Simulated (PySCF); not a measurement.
C4H5P (SMILES C#CCP=C)

Input

```
{"job": {"kind": "nmr", "xc": "PBE0", "basis": "pcSseg-1"}, "charge": 0, "multiplicity": 1}
C     -1.659262     1.124855    -0.223320
C     -1.141888     0.063242    -0.020326
C     -0.465360    -1.179946     0.218237
P      1.424823    -1.102227     0.218630
C      1.749204     0.496687    -0.086774
H     -2.151441     2.034641    -0.397519
H     -0.748155    -1.913177    -0.545744
H     -0.761849    -1.587163     1.191643
H      0.988560     1.245616    -0.236248
H      2.774250     0.822126    -0.141104
```

Run with:

```sh
OMP_NUM_THREADS=1 python probes_run.py task.json out
```

Geometry: GFN2-xTB.

Level of theory: PySCF 2.14.0, PBE0/pcSseg-1, SCF density, gas phase, non-relativistic.

Predict the electron density and electron localisation function between the atoms.

C–C (1.20 Å): ρ at the midpoint is about 2.7 e/Å³; the ELF peaks at about 0.85 between the atoms (a multiple bond).
C–P (1.66 Å): ρ is about 1.4 e/Å³ halfway; the ELF peaks at about 0.90 between the atoms: localised, covalent bonding.
C–H (1.05 Å): the density is about 2.1 e/Å³ at the midpoint; the ELF climbs to about 1 towards the hydrogen, as it does in any bond to H; an ordinary covalent bond to hydrogen.
C–P (1.89 Å): ρ is about 1 e/Å³ halfway; the ELF peaks at about 0.95 between the atoms, as expected for a covalent bond.

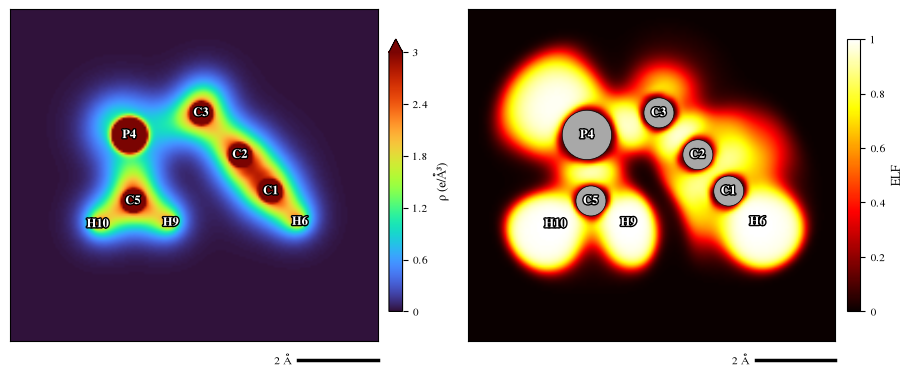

Computed electron density and electron localisation function on the plane of atoms P4, C5 and H10, in this order. Grey discs cover the atomic cores in the ELF map. 
